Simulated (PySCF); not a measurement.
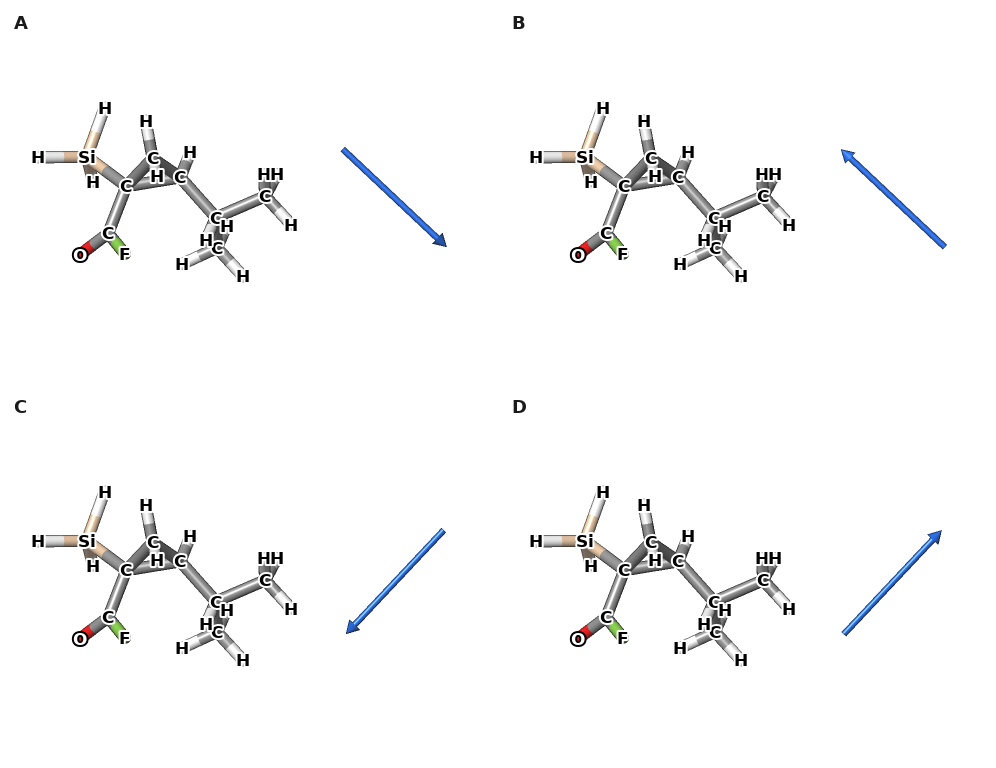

The same molecule four times, each with an arrow. The geometry was computed by an optimisation with GFN2-xTB. No frequency run is at hand to confirm it as a minimum. Properties computed with PBE0/pcSseg-1, gas phase (PySCF 2.14.0).

### Which arrow points along the dipole moment, from the negative to the positive end?

D. The dipole moment is 3.37 D.

The geometry is semi-empirical. Around Si such bond lengths and angles can be off by a tenth of an ångström or more and by several degrees, and values that hang on the shape move with them.
